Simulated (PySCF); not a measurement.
# C₂H₈OS₃Si₂: what the fields show

Input

```
{"job": {"kind": "nmr", "xc": "PBE0", "basis": "pcSseg-1"}, "charge": 0, "multiplicity": 1}
Si     3.231109    -0.152242    -0.609774
O      1.606135    -0.109819    -0.366172
Si     0.306811     0.532274     0.305822
S      0.964624     2.259983     1.393147
S     -1.192357     0.990524    -1.156969
C     -2.130202    -0.538729    -0.836915
C     -2.296701    -0.766978     0.647546
S     -0.682583    -0.972198     1.474942
H      3.555999     1.048452    -1.370937
H      3.373867    -1.397914    -1.352028
H      3.846269    -0.160871     0.712006
H     -0.222318     2.669645     1.818593
H     -3.100668    -0.411611    -1.316167
H     -1.598916    -1.367066    -1.306410
H     -2.815285     0.070306     1.116537
H     -2.853383    -1.684813     0.835369
```

Command:

```sh
OMP_NUM_THREADS=1 python probes_run.py task.json out
```

Geometry: GFN2-xTB.

Computed with PBE0/pcSseg-1, SCF density, gas phase, non-relativistic in PySCF.

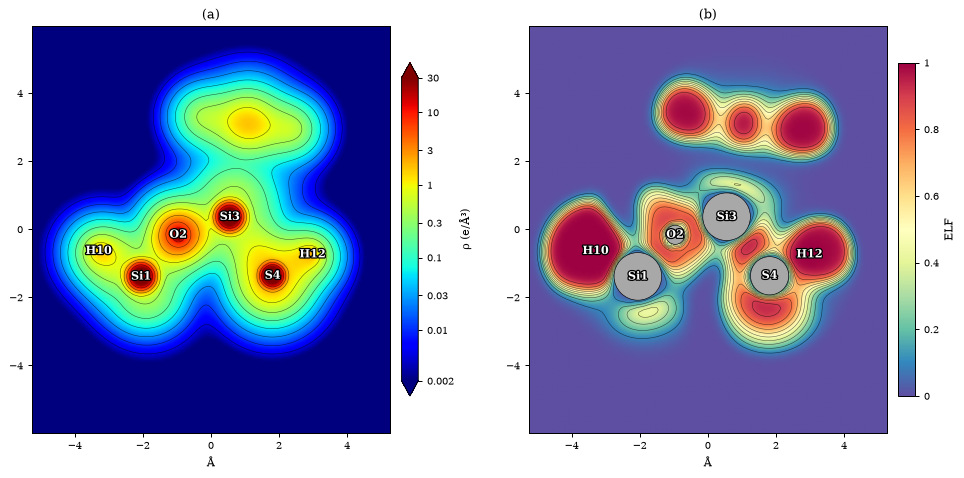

Figure 1. (a) total electron density; (b) electron localisation function on the plane of atoms O2, Si3 and S4. Grey discs cover the atomic cores in the ELF map.

### Describe what can be read from this map.

The plane passes through Si, O, S and H nuclei.
Si–O (1.60 Å): ρ is about 1.2 e/Å³ halfway; the ELF peaks at about 0.85 between the atoms (a polar covalent bond).
Si–S (2.14 Å): ρ at the midpoint is about 0.85 e/Å³; the ELF peaks at about 0.95 between the atoms: a shared electron pair.
Si–O (1.64 Å): ρ is about 1.1 e/Å³ halfway; the ELF peaks at about 0.85 between the atoms; a polar covalent bond.
S–H (1.33 Å): ρ is about 1.4 e/Å³ halfway; the ELF climbs to about 1 towards the hydrogen, as it does in any bond to H.
The ELF also peaks beside S4 and O2, away from the bonds: lone-pair regions.

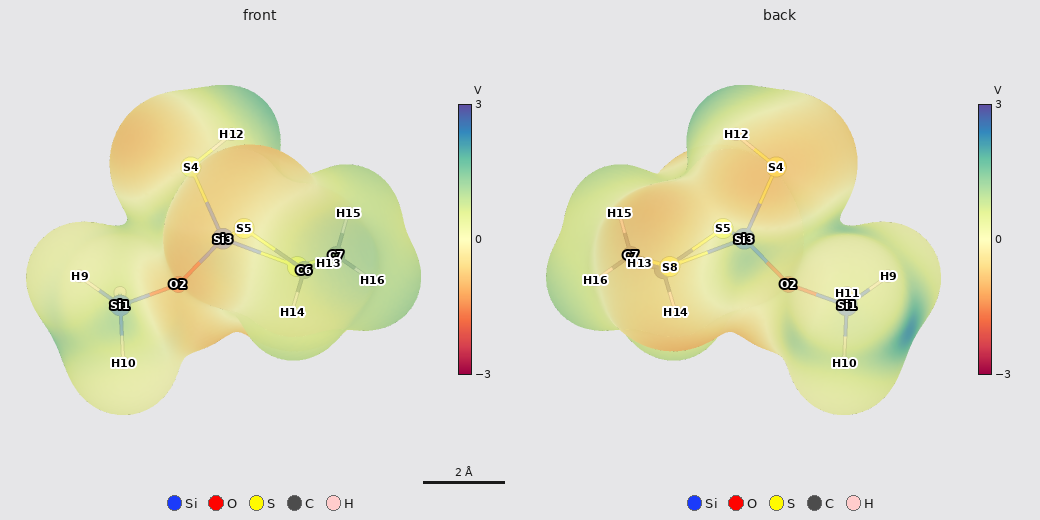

Figure 2. The electrostatic potential painted on the density surface at 0.002 e/bohr³, seen from the front and from behind; the colour scale runs from red (negative) to blue (positive).

### Describe the electrostatic potential map.

The most negative region (about −0.9 V) lies over S4, S5 and S8, the most positive (about +1.9 V) over Si1.
